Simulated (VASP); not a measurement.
Band structure of BaHfO₃ (cubic perovskite). All values below come from revPBE GGA, VASP's PBE PAW potentials (set 64) (plane waves; VASP).

Unless said otherwise, spin-orbit coupling is left out, though it shifts the bands of the heavy elements here.

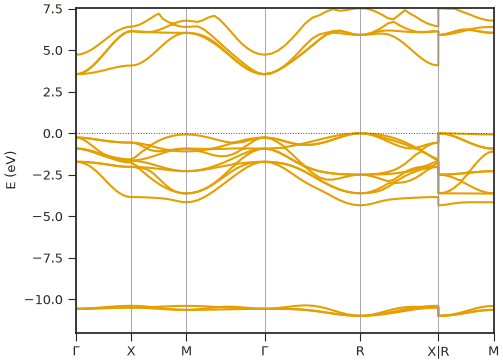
Bands along high-symmetry lines, zero at the valence-band maximum or, without a gap, the Fermi level

**Question.** Read the plot: is there a gap, and where are the band edges?

**Answer.** The gap is indirect, 3.55 eV, from the valence maximum at R to the conduction minimum at Γ. (Edges off the drawn lines would not show.)

The compound is BaHfO3 in the cubic perovskite structure. It was relaxed first.
